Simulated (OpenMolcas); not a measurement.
# UBHLYP/ANO-R3 (DKH2, RICD fitting) run of BBrF (SMILES F[B]Br)

What is the vertical doublet–quartet gap of BBrF at UBHLYP/ANO-R3 (DKH2, RICD fitting)? 

Program for the calculation: OpenMolcas 26.06.

### Step 1. The structure to begin with

BBrF: 3 atoms, total charge 0, spin state doublet. As SMILES, `F[B]Br`. The shape is that of a GFN2-xTB optimisation.

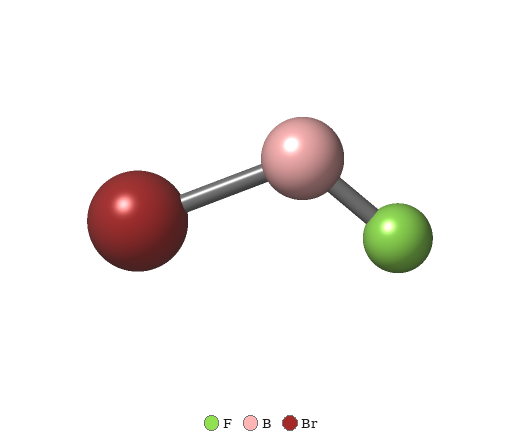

The structure, seen from a chosen angle (fluorine green, boron pink, bromine red).

### Step 2. Energy and gradient at UBHLYP/ANO-R3 (DKH2, RICD fitting)

Input file job.input:

```
&GATEWAY
 COORD
 3
 bohr
 F     -0.67355508     2.34516902    -0.12895491
 B      0.82178520     0.47585194     0.50682455
 Br    -0.14823012    -2.82102095    -0.37786964
 BASIS=ANO-R3
 GROUP=NoSym
 RICD

&SEWARD
 RELATIVISTIC=R02O02
 EXPERT

&SCF
 UHF
 SPIN=2
 KSDFT=HYB_GGA_XC_BHANDHLYP
 PRORBITALS=1 1

&ALASKA
```

Started as:

```
$ export MOLCAS_MEM=1860
$ pymolcas job.input > job.log
```

The log of the run:

```text
--- Start Module: gateway ---
[...]
--- Stop Module: gateway /rc=_RC_ALL_IS_WELL_ ---
[...]
 ###    WARNING:  EXPERT option is ON!                                       ###
 ###############################################################################
               SEWARD will generate:
[...]
      Basis functions          162
[...]
--- Start Module: scf ---
[...]
       Convergence after  12 Iterations
[...]
::    Total KS-DFT energy                           -2730.8348354743
[...]
      Total spin, S                                     0.5015266988
[...]
      Total electronic charge=   49.000000
      Total            charge=   -0.000000
[...]
      Dipole Moment (debye):
      Origin of the operator (angstrom)=   -0.0750   -0.8397   -0.1297
                   X=  2.0606E-01               Y= -2.1461E-01               Z=  9.2111E-02           Total=  3.1145E-01
      Quadrupole Moment (debye*angstrom):
[...]
--- Stop Module: scf /rc=_RC_ALL_IS_WELL_ ---
[...]
--- Start Module: alaska ---
[...]
 *              Molecular gradients               *
 **************************************************
  Irreducible representation: a
 ------------------------------------------------------------------------------------------
                              X                       Y                       Z
 ------------------------------------------------------------------------------------------
  F1               -1.31527951455137E-02    6.13723592628546E-03   -6.67144033020950E-03
  B2                1.42206504602171E-02   -1.84560738089772E-02    5.97513000943195E-03
  BR3              -1.06785531480647E-03    1.23188378826917E-02    6.96310320476456E-04
 ------------------------------------------------------------------------------------------
--- Stop Module: alaska /rc=_RC_ALL_IS_WELL_ ---
[...]
```

Run time: 2.1 min. Hardware: 1 thread of Arm Neoverse N1, shared host; peak memory 0.78 GiB.

### Step 3. The quartet

Input file job.inp:

```
* BBrF Kohn-Sham DFT

&GATEWAY
  Coord
  3
  bohr
  F     -0.67355508     2.34516902    -0.12895491
  B      0.82178520     0.47585194     0.50682455
  Br    -0.14823012    -2.82102095    -0.37786964
  Basis
  ANO-R3
  Group
  NoSym
  RICD

&SEWARD
  Relativistic
  R02O02
  Expert

&SCF
  UHF
  Spin
  4
  KSDFT
  HYB_GGA_XC_BHANDHLYP
  PrOrbitals
  1 1

&ALASKA
```

Started as:

```
$ export MOLCAS_MEM=1860
$ pymolcas job.inp > job.log
```

The log of the run:

```text
--- Start Module: gateway ---
[...]
--- Stop Module: gateway /rc=_RC_ALL_IS_WELL_ ---
[...]
 ###    WARNING:  EXPERT option is ON!                                       ###
 ###############################################################################
               SEWARD will generate:
[...]
      Basis functions          162
[...]
--- Start Module: scf ---
[...]
       Convergence after  19 Iterations
[...]
::    Total KS-DFT energy                           -2730.6139933237
[...]
      Total spin, S                                     1.5014904116
[...]
      Total electronic charge=   49.000000
      Total            charge=   -0.000000
[...]
      Dipole Moment (debye):
      Origin of the operator (angstrom)=   -0.0750   -0.8397   -0.1297
                   X= -7.9412E-01               Y= -3.8379E+00               Z= -8.4354E-01           Total=  4.0090E+00
      Quadrupole Moment (debye*angstrom):
[...]
--- Stop Module: scf /rc=_RC_ALL_IS_WELL_ ---
[...]
--- Start Module: alaska ---
[...]
 *              Molecular gradients               *
 **************************************************
  Irreducible representation: a
 ------------------------------------------------------------------------------------------
                              X                       Y                       Z
 ------------------------------------------------------------------------------------------
  F1                2.68043657838621E-02   -1.87053258357395E-02    1.29467515343662E-02
  B2               -5.26099114120342E-02   -4.62639232424995E-02   -3.41011567465745E-02
  BR3               2.58055456281903E-02    6.49692490786116E-02    2.11544052119672E-02
 ------------------------------------------------------------------------------------------
--- Stop Module: alaska /rc=_RC_ALL_IS_WELL_ ---
[...]
```

It took 2.9 min on 1 thread of Arm Neoverse N1, shared host; peak memory 0.78 GiB.

### Step 4. What came out

At UBHLYP/ANO-R3 (DKH2, RICD fitting):

| quantity | value |
| --- | --- |
| doublet: total energy | -2730.83484 Eh |
| doublet: dipole moment | 0.31 D |
| doublet: HOMO energy (highest over α and β) | -8.09 eV |
| doublet: LUMO energy (lowest over α and β) | -1.67 eV |
| doublet: ⟨S²⟩ | 0.753 |
| doublet: largest force on an atom | 1.237 eV/Å |
| quartet: total energy | -2730.61399 Eh |
| quartet: dipole moment | 4.01 D |
| quartet: HOMO energy (highest over α and β) | -4.36 eV |
| quartet: ⟨S²⟩ | 3.756 |
| quartet: largest force on an atom | 4.007 eV/Å |
| vertical energy of the quartet above the doublet | 6.009 eV |

At this shape the quartet lies 6.01 eV (139 kcal/mol) above the doublet. The largest force (doublet) is 1.24 eV/Å: the shape isn't a stationary point for this species at this level. Mulliken charges (doublet) run from -0.18 on F1 to +0.19 on B2; they depend strongly on the basis. Mulliken charges (quartet) run from -0.27 on B2 to +0.48 on Br3; they depend strongly on the basis.
